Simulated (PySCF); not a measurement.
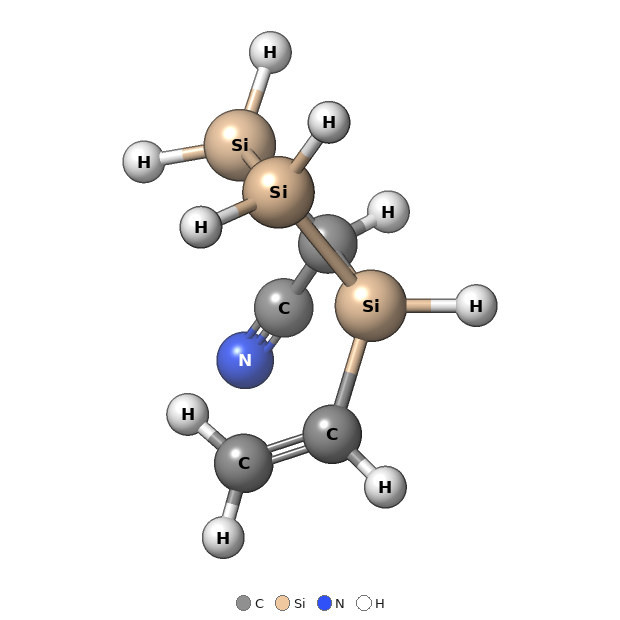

The geometry was computed by an optimisation with GFN2-xTB. No frequency run is at hand to confirm it as a minimum. Properties computed with ωB97X-D/def2-SVPD, gas phase (PySCF 2.14.0). Excitations: vertical, linear response.

What does the calculation give?

The species is C4H9NSi3 (`C=C[Si@@H]1[SiH2][SiH2][C@@H]1C#N`).
- dipole moment: 4.06 D
- HOMO energy (Kohn–Sham orbital): −9.50 eV
- LUMO energy (Kohn–Sham orbital): 0.28 eV
- HOMO–LUMO gap: 9.78 eV
- mean static polarisability: 130.6 bohr³
- lowest vertical singlet excitation: 5.31 eV
- its oscillator strength: 0.003
- brightest of the 8 lowest singlets: 5.74 eV
- its oscillator strength: 0.14

The geometry is semi-empirical. Around Si such bond lengths and angles can be off by a tenth of an ångström or more and by several degrees, and values that hang on the shape move with them.
